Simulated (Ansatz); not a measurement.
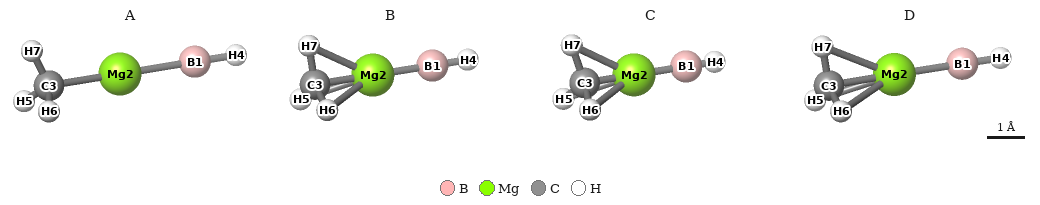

4 geometries from one relaxation of CH$_{4}$BMg (multiplicity 2), in shuffled order. A ball-and-stick model, seen at a tilt.

It is one of the separated reactants of a reaction.

The calculation used UKS PBE-D4/def2-SVP in Ansatz 0.2.0. Set-up: force threshold 0.03 eV/Å; at most 250 steps.

### Order the frames from highest to lowest energy.

C, B, D, A. They are steps 0, 2, 4, 10, at +13.434 eV, +4.103 eV, +1.104 eV relative to the last. The energy falls by 13.434 eV in 10 geometry steps. Largest force component: 21 eV/Å at the start, 0.0068 eV/Å at the end. H4 moves most after the best rigid fit: 1.23 Å. Largest moves by element: H 1.23 Å, B 0.85 Å, C 0.47 Å, Mg 0.18 Å. Some distances before and after: B1–Mg2 1.545 → 2.218 Å, Mg2–H5 2.064 → 2.719 Å, Mg2–C3 1.461 → 2.103 Å, B1–H4 0.839 → 1.219 Å. Bond angles that change, for instance: Mg2–C3–H5 104.6° → 111.8°, H5–C3–H6 113.7° → 106.9°.
